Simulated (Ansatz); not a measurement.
What Sn → Pd does to ZnCu2SnS4

Take ZnCu2SnS4 (space group I-4, No. 82; a = 5.4141 Å, c = 10.8216 Å) as the base.

It is then changed as follows: Pd takes the place of Sn on all its sites, then cell and atoms are relaxed.

Calculations: Ansatz (a quantum-chemistry and plane-wave program) r2SCAN, spin-orbit coupling left out. Settings: 13×13×13 k-points, 0.05 eV Fermi–Dirac smearing, for the changed cell.

The volume per atom drops by 1.42 Å³ to 18.41 Å³ and the density grows by 0.22 g/cm³ to 4.82 g/cm³. The lattice parameter a drops by 0.146 Å, from 5.414 Å to 5.268 Å and the c/a ratio goes up by 0.016 to 2.015. The shortest interatomic distance decreases by 0.0536 Å, from 2.299 Å to 2.246 Å and the band gap becomes zero (base: 0.47 eV).

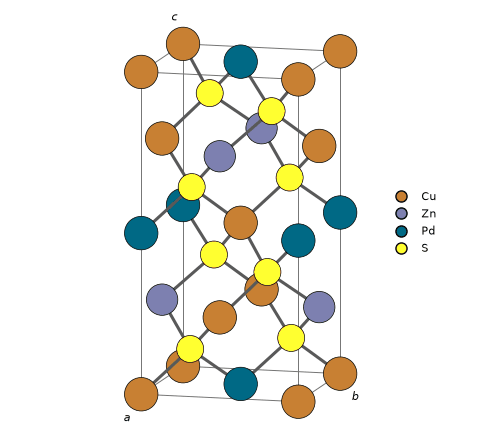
*The relaxed conventional cell after the change*

No phonon test of stability was made. As relaxed here, ZnCu2PdS4 is a hypothetical phase, not in the database extracts checked. The final runs are not spin-polarised. ZnCu2PdS4 has a high density of states at the Fermi level and may be magnetic at this level.
